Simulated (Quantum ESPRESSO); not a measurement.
## Projected density of states of magnetic NiWO4

Wanted: the exchange-split electronic structure of NiWO4.

Program: Quantum ESPRESSO 7.5. Level of theory: PBEsol with U = 6 eV on Ni d (ortho-atomic projectors); plane waves with GBRV 1.5 PBEsol potentials, no spin-orbit coupling. Results are calculated unless marked as measured.

## 1. Starting point

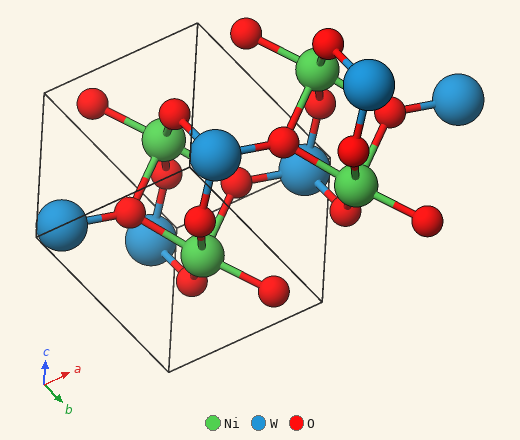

The starting structure, seen from a free direction (nickel green, tungsten blue, oxygen red). 2×1×1 cells are drawn. Some periodic images of atoms are drawn too.

As a file:

```cif
data_structure
_symmetry_space_group_name_H-M 'P 1'
_symmetry_Int_Tables_number 1
_cell_length_a 4.5992
_cell_length_b 5.6606
_cell_length_c 4.9068
_cell_angle_alpha 90.000
_cell_angle_beta 90.030
_cell_angle_gamma 90.000
_cell_volume 127.74
loop_
_atom_site_label
_atom_site_type_symbol
_atom_site_fract_x
_atom_site_fract_y
_atom_site_fract_z
_atom_site_occupancy
Ni1 Ni 0.50000 0.66160 0.25000 1
Ni2 Ni 0.50000 0.33840 0.75000 1
W3 W 0.00000 0.17860 0.25000 1
W4 W 0.00000 0.82140 0.75000 1
O5 O 0.22410 0.11050 0.92040 1
O6 O 0.77590 0.11050 0.57960 1
O7 O 0.77590 0.88950 0.07960 1
O8 O 0.22410 0.88950 0.42040 1
O9 O 0.26440 0.37720 0.39530 1
O10 O 0.73560 0.37720 0.10470 1
O11 O 0.73560 0.62280 0.60470 1
O12 O 0.26440 0.62280 0.89530 1
```

The cell comes from the Crystallography Open Database.

## 2. The magnetic state

This state came out lowest in a comparison of starts that is told elsewhere.

pw.in reads:

```
&CONTROL
  calculation = 'scf'
  prefix = 'pwscf'
  outdir = './tmp'
  pseudo_dir = './pseudo'
  disk_io = 'low'
/
&SYSTEM
  ibrav = 0
  celldm(1) = 8
  nat = 12
  ntyp = 4
  ecutwfc = 40
  ecutrho = 280
  nbnd = 76
  occupations = 'smearing'
  smearing = 'fd'
  degauss = 0.00367493
  nspin = 2
  starting_magnetization(1) = 0.1111
  starting_magnetization(2) = -0.1111
  starting_magnetization(3) = 0
  starting_magnetization(4) = 0
/
&ELECTRONS
  conv_thr = 2.4d-08
  electron_maxstep = 150
  mixing_beta = 0.3
/
ATOMIC_SPECIES
Ni1    58.6934 ni_pbesol_v1.4.uspp.F.UPF
Ni2    58.6934 ni_pbesol_v1.4.uspp.F.UPF
W     183.8400 w_pbesol_v1.2.uspp.F.UPF
O      15.9990 o_pbesol_v1.2.uspp.F.UPF
CELL_PARAMETERS alat
   1.0864035490474    0.0000000000000    0.0000000000000
   0.0000000000000    1.3371229626321    0.0000000000000
  -0.0006068842221    0.0000000000000    1.1590633596605
ATOMIC_POSITIONS crystal
Ni1     0.5000000000    0.6616000000    0.2500000000
Ni2     0.5000000000    0.3384000000    0.7500000000
W       0.0000000000    0.1786000000    0.2500000000
W       0.0000000000    0.8214000000    0.7500000000
O       0.2241000000    0.1105000000    0.9204000000
O       0.7759000000    0.1105000000    0.5796000000
O       0.7759000000    0.8895000000    0.0796000000
O       0.2241000000    0.8895000000    0.4204000000
O       0.2644000000    0.3772000000    0.3953000000
O       0.7356000000    0.3772000000    0.1047000000
O       0.7356000000    0.6228000000    0.6047000000
O       0.2644000000    0.6228000000    0.8953000000
K_POINTS automatic
4 4 4 0 0 0
HUBBARD {ortho-atomic}
U Ni1-3d 6.0000
U Ni2-3d 6.0000
```

Launch:

```sh
$ OMP_NUM_THREADS=1 mpirun -n 4 pw.x -nk 4 -in pw.in > pw.out
```

The log of the run:

```text
Program PWSCF v.7.5 starts

     Message from routine setup:
     using ibrav=0 with symmetry is DISCOURAGED, use correct ibrav instead

     K-points division:     npool     =       4
     Subspace diagonalization in iterative solution of the eigenvalue problem:

     bravais-lattice index     =            0
     lattice parameter (alat)  =       8.0000  a.u.
     unit-cell volume          =     862.0643 (a.u.)^3
     number of atoms/cell      =           12
     number of atomic types    =            4
     number of electrons       =       112.00
     number of Kohn-Sham states=           76
     kinetic-energy cutoff     =      40.0000  Ry
     charge density cutoff     =     280.0000  Ry
     scf convergence threshold =      2.4E-08
     mixing beta               =       0.3000
     number of iterations used =            8  plain     mixing
     Exchange-correlation= SLA  PW   PSX  PSC
                           (   1   4  10   8   0   0   0)
     Hubbard projectors: ortho-atomic
     Hubbard parameters of DFT+U (Dudarev formulation) in eV:
     U(Ni1-3d) =  6.0000
     U(Ni2-3d) =  6.0000

     Internal variables: lda_plus_u =T, lda_plus_u_kind = 0

     Internal variables: orbital_resolved =F, hub_pot_fix =F, apply_U = F

     celldm(1)=   8.000000  celldm(2)=   0.000000  celldm(3)=   0.000000
     celldm(4)=   0.000000  celldm(5)=   0.000000  celldm(6)=   0.000000

     crystal axes: (cart. coord. in units of alat)
               a(1) = (   1.086404   0.000000   0.000000 )
               a(2) = (   0.000000   1.337123   0.000000 )
               a(3) = (  -0.000607   0.000000   1.159063 )

     reciprocal axes: (cart. coord. in units 2 pi/alat)
               b(1) = (  0.920468 -0.000000  0.000482 )
               b(2) = (  0.000000  0.747874 -0.000000 )
               b(3) = (  0.000000  0.000000  0.862766 )

     PseudoPot. # 1 for Ni read from file:
     ni_pbesol_v1.4.uspp.F.UPF
     Pseudo is Ultrasoft + core correction, Zval = 18.0

     PseudoPot. # 2 for Ni read from file:
     ni_pbesol_v1.4.uspp.F.UPF
     Pseudo is Ultrasoft + core correction, Zval = 18.0

     PseudoPot. # 3 for W  read from file:
     w_pbesol_v1.2.uspp.F.UPF
     Pseudo is Ultrasoft + core correction, Zval = 14.0

     PseudoPot. # 4 for O  read from file:
     o_pbesol_v1.2.uspp.F.UPF
     Pseudo is Ultrasoft + core correction, Zval =  6.0

     atomic species   valence    mass     pseudopotential
     Ni1              18.00    58.69340     Ni( 1.00)
     Ni2              18.00    58.69340     Ni( 1.00)
     W                14.00   183.84000     W ( 1.00)
     O                 6.00    15.99900     O ( 1.00)

     Starting magnetic structure
     atomic species   magnetization
     Ni1             0.111
     Ni2            -0.111
     W               0.000
     O               0.000

      2 Sym. Ops. (no inversion) found ( 1 have fractional translation)

   Cartesian axes

     site n.     atom                  positions (alat units)
         1        Ni1    tau(   1) = (   0.5430501   0.8846406   0.2897658  )
         2        Ni2    tau(   2) = (   0.5427466   0.4524824   0.8692975  )
         3        W      tau(   3) = (  -0.0001517   0.2388102   0.2897658  )
         4        W      tau(   4) = (  -0.0004552   1.0983128   0.8692975  )
         5        O      tau(   5) = (   0.2429045   0.1477521   1.0668019  )
         6        O      tau(   6) = (   0.8425888   0.1477521   0.6717931  )
         7        O      tau(   7) = (   0.8428922   1.1893709   0.0922614  )
         8        O      tau(   8) = (   0.2432079   1.1893709   0.4872702  )
         9        O      tau(   9) = (   0.2870052   0.5043628   0.4581777  )
        10        O      tau(  10) = (   0.7990949   0.5043628   0.1213539  )
        11        O      tau(  11) = (   0.7987915   0.8327602   0.7008856  )
        12        O      tau(  12) = (   0.2867018   0.8327602   1.0377094  )

     number of k points=    30  Fermi-Dirac smearing, width (Ry)=  0.0037
                       cart. coord. in units 2pi/alat
        k(    1) = (   0.0000000   0.0000000   0.0000000), wk =   0.0156250
        k(    2) = (   0.0000000   0.0000000   0.2156914), wk =   0.0312500
        k(    3) = (   0.0000000   0.0000000  -0.4313828), wk =   0.0156250
        k(    4) = (   0.0000000   0.1869686   0.0000000), wk =   0.0312500
        k(    5) = (   0.0000000   0.1869686   0.2156914), wk =   0.0625000
        [... 25 further k-points ...]

     Dense  grid:    68251 G-vectors     FFT dimensions: (  48,  60,  50)

     Smooth grid:    29549 G-vectors     FFT dimensions: (  36,  45,  40)

     Check: negative core charge=   -0.000006
     Generating pointlists ...
     new r_m :   0.1943 (alat units)  1.5541 (a.u.) for type    1
     new r_m :   0.1943 (alat units)  1.5541 (a.u.) for type    2
     new r_m :   0.1757 (alat units)  1.4053 (a.u.) for type    3
     new r_m :   0.1757 (alat units)  1.4053 (a.u.) for type    4

     Initial potential from superposition of free atoms

     starting charge     107.7994, renormalised to     112.0000

     negative rho (up, down):  6.456E-02 6.456E-02

     STARTING HUBBARD OCCUPATIONS:

     =================== HUBBARD OCCUPATIONS ===================
     ------------------------ ATOM    1 ------------------------
     Tr[ns(  1)] (up, down, total) =   5.00000  3.00000  8.00000
     Atomic magnetic moment for atom   1 =   2.00000
     [... lines left out ...]
     ------------------------ ATOM    2 ------------------------
     Tr[ns(  2)] (up, down, total) =   3.00000  5.00000  8.00000
     Atomic magnetic moment for atom   2 =  -2.00000
     [... lines left out ...]
     Number of occupied Hubbard levels =   16.0000

     Atomic wfc used for Hubbard projectors are orthogonalized

     Starting wfcs are   84 randomized atomic wfcs

     Self-consistent Calculation

     iteration #  1     ecut=    40.00 Ry     beta= 0.30
     Davidson diagonalization with overlap
     ethr =  1.00E-02,  avg # of iterations =  4.1

     =================== HUBBARD OCCUPATIONS ===================
     ------------------------ ATOM    1 ------------------------
     Tr[ns(  1)] (up, down, total) =   4.84211  2.93678  7.77889
     Atomic magnetic moment for atom   1 =   1.90533
     [... lines left out ...]
     ------------------------ ATOM    2 ------------------------
     Tr[ns(  2)] (up, down, total) =   2.93631  4.84226  7.77857
     Atomic magnetic moment for atom   2 =  -1.90594
     [... lines left out ...]
     Number of occupied Hubbard levels =   15.5575

     negative rho (up, down):  6.280E-02 6.280E-02

     total energy              =   -1260.33501852 Ry
     estimated scf accuracy    <      10.90223364 Ry

     total magnetization       =     0.00 Bohr mag/cell
     absolute magnetization    =     4.20 Bohr mag/cell

     iteration #  2     ecut=    40.00 Ry     beta= 0.30
     Davidson diagonalization with overlap
     ethr =  9.73E-03,  avg # of iterations =  2.0

     negative rho (up, down):  6.312E-02 6.312E-02

     total energy              =   -1262.14037431 Ry
     estimated scf accuracy    <       0.45289340 Ry

     total magnetization       =    -0.00 Bohr mag/cell
     absolute magnetization    =     3.79 Bohr mag/cell

     [... further iterations left out ...]

     iteration # 17     ecut=    40.00 Ry     beta= 0.30
     Davidson diagonalization with overlap
     ethr =  5.35E-11,  avg # of iterations =  1.0

     negative rho (up, down):  6.337E-02 6.337E-02

     total energy              =   -1262.18795482 Ry
     estimated scf accuracy    <       0.00000004 Ry

     total magnetization       =    -0.00 Bohr mag/cell
     absolute magnetization    =     3.86 Bohr mag/cell

     iteration # 18     ecut=    40.00 Ry     beta= 0.30
     Davidson diagonalization with overlap
     ethr =  3.40E-11,  avg # of iterations =  1.1

     negative rho (up, down):  6.337E-02 6.337E-02

     Magnetic moment per site  (integrated on atomic sphere of radius R)
     atom   1 (R=0.194)  charge= 15.3714  magn=  1.6915
     atom   2 (R=0.194)  charge= 15.3714  magn= -1.6915
     atom   3 (R=0.176)  charge=  7.7711  magn= -0.0025
     atom   4 (R=0.176)  charge=  7.7711  magn=  0.0025
     atom   5 (R=0.176)  charge=  5.0125  magn= -0.0174
     atom   6 (R=0.176)  charge=  5.0125  magn= -0.0174
     atom   7 (R=0.176)  charge=  5.0125  magn=  0.0174
     atom   8 (R=0.176)  charge=  5.0125  magn=  0.0174
     atom   9 (R=0.176)  charge=  5.0247  magn= -0.0026
     atom  10 (R=0.176)  charge=  5.0247  magn= -0.0026
     atom  11 (R=0.176)  charge=  5.0247  magn=  0.0026
     atom  12 (R=0.176)  charge=  5.0247  magn=  0.0026

     End of self-consistent calculation

     =================== HUBBARD OCCUPATIONS ===================
     ------------------------ ATOM    1 ------------------------
     Tr[ns(  1)] (up, down, total) =   4.95910  3.22444  8.18354
     Atomic magnetic moment for atom   1 =   1.73466
     [... lines left out ...]
     ------------------------ ATOM    2 ------------------------
     Tr[ns(  2)] (up, down, total) =   3.22444  4.95910  8.18354
     Atomic magnetic moment for atom   2 =  -1.73466
     [... lines left out ...]
     Number of occupied Hubbard levels =   16.3671

     [... lines left out ...]
     the Fermi energy is    11.4366 ev

!    total energy              =   -1262.18795497 Ry
     estimated scf accuracy    <       0.00000002 Ry
     smearing contrib. (-TS)   =      -0.00000000 Ry
     internal energy E=F+TS    =   -1262.18795497 Ry

     The total energy is F=E-TS. E is the sum of the following terms:
     one-electron contribution =    -671.53982181 Ry
     hartree contribution      =     393.19533937 Ry
     xc contribution           =    -209.67949747 Ry
     ewald contribution        =    -774.29432227 Ry
     Hubbard energy            =       0.13034721 Ry

     total magnetization       =    -0.00 Bohr mag/cell
     absolute magnetization    =     3.86 Bohr mag/cell

     convergence has been achieved in  18 iterations

=------------------------------------------------------------------------------=
   JOB DONE.
=------------------------------------------------------------------------------=
```

Run time: 2 min. Hardware: 4 MPI ranks of Intel Xeon Platinum 8488C (Sapphire Rapids), shared host; peak memory 1.1 GiB; 8 min of CPU time.

Spin moment in the atom's sphere by atom:

| atom | spin moment in the atom's sphere (μB) |
| --- | --- |
| Ni1 | 1.69 |
| Ni2 | -1.69 |
| W3 | 0.00 |
| W4 | 0.00 |
| O5 | -0.02 |
| O6 | -0.02 |
| O7 | 0.02 |
| O8 | 0.02 |
| O9 | 0.00 |
| O10 | 0.00 |
| O11 | 0.00 |
| O12 | 0.00 |

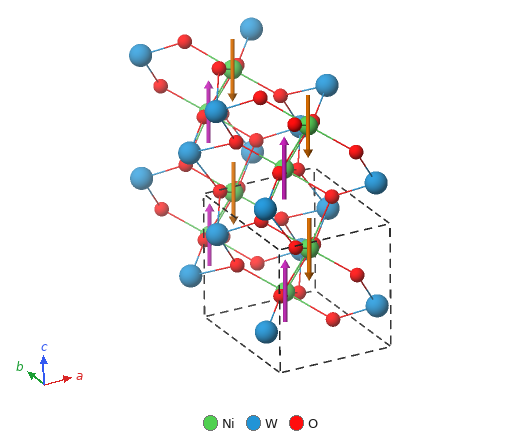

Spin moment in the atom's sphere as arrows, the longest 1.69 μB. Up and down stand for the sign. Arrows give size and sign along the axis of quantisation, drawn up and down the page. The two directions have two colours. 1×2×2 cells are drawn. Some periodic images of atoms are drawn too.

Numbers from this step:

| Item | Value |
| --- | --- |
| smearing term TS | 4.07e-11 eV |
| magnetization | 0 μB |
| absolute magnetization | 3.859 μB |
| final state | antiferromagnetic |

(Continued in part 2 of 2.)

[Logs and program files are shortened in this print: banners, set-up blocks, solver, clock and traceback lines can be left out without a mark of their own.]

[Logs are printed without paths, hosts, clocks, repeated set-up lines and the standing remarks that a program may print on its own settings, such as how far it seeks lower states.]

[Hosts, paths, dates, database ids (printed as entryN), source tags and the programs' standing remarks are cut or masked in the printed files.]

[Where a cell is said to come from a database of computed structures, the database is the Materials Project.]
